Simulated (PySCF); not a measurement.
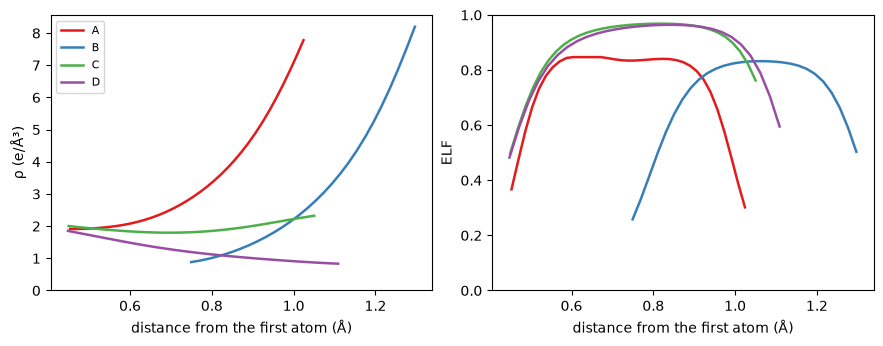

Figure. C₃H₅ClF₄Si. Total electron density and electron localisation function along straight lines between neighbouring atoms. The curves leave out the atomic cores.

Geometry: GFN2-xTB.

All numbers below come from PBE0/pcSseg-1, SCF density, gas phase, non-relativistic (PySCF 2.14.0).

```xyz
14

C     1.7798   -0.3138    0.7830
Si    0.8361    0.1123   -0.7948
F     1.4767    1.4682   -1.4087
Cl    0.9439   -1.2849   -2.2200
C    -0.9845    0.6350   -0.5085
C    -1.6698   -0.1928    0.5380
F    -1.1352   -0.0277    1.7613
F    -1.6091   -1.5119    0.2846
F    -2.9736    0.1048    0.6612
H     1.4134   -1.2307    1.2358
H     2.8376   -0.4501    0.5717
H     1.6902    0.4749    1.5255
H    -1.0389    1.6745   -0.1856
H    -1.5673    0.5420   -1.4256
```

**Which curve belongs to which contact (C–C, C–F, C–Si and Si–F)? The first atom named is at distance zero.**

Curve A: C–F (1.34 Å): the density is about 2.4 e/Å³ at the midpoint; the ELF peaks at about 0.85 between the atoms (a shared but strongly polarised pair). Curve B: Si–F (1.62 Å): ρ at the midpoint is about 1 e/Å³; the ELF peaks at about 0.85 in the valence shell of F, 0.6 Å from its nucleus, and is about 0.50 at the midpoint. Curve C: C–C (1.50 Å): the density is about 1.8 e/Å³ at the midpoint; the ELF peaks at about 0.95 between the atoms; a covalent bond. Curve D: C–Si (1.89 Å): ρ at the midpoint is about 0.96 e/Å³; the ELF peaks at about 0.95 between the atoms, as expected for a shared electron pair.
